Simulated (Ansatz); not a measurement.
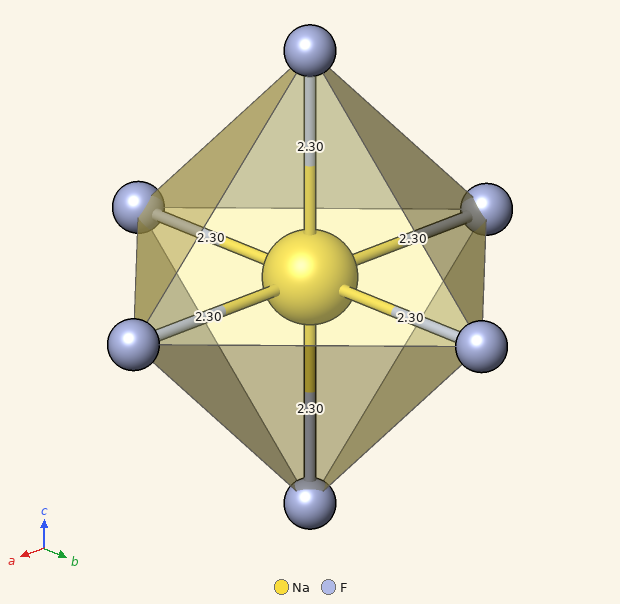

The NaF6 unit about Na in NaF. Source: a calculation's input that goes back to an entry of the Crystallography Open Database (an earlier step may have relaxed or displaced it).

NaF, space group Fm-3m (No. 225), a = 4.594 Å, b = 4.594 Å, c = 4.594 Å, α = 90.00°, β = 90.00°, γ = 90.00°

```csv
site,Wyckoff,x,y,z
Na,4a,0.0000,0.0000,0.0000
F,4b,0.5000,0.0000,0.0000
```

Q: Give the distortion indices.

A: It is closest to the octahedron.

| measure | value |
| --- | --- |
| mean bond length | 2.297 Å |
| bond-length distortion index (Baur) | 0.000 |
| effective coordination number (Hoppe) | 6.00 |
| shape measure against the octahedron | 0.00 |
| shape measure against the trigonal prism | 16.74 |
| centre off the ligands' centroid by | 0.00 Å |
| polyhedral volume | 16.16 Å³ |
| quadratic elongation | 1.000 |
| bond-angle variance | 0.0 deg² |
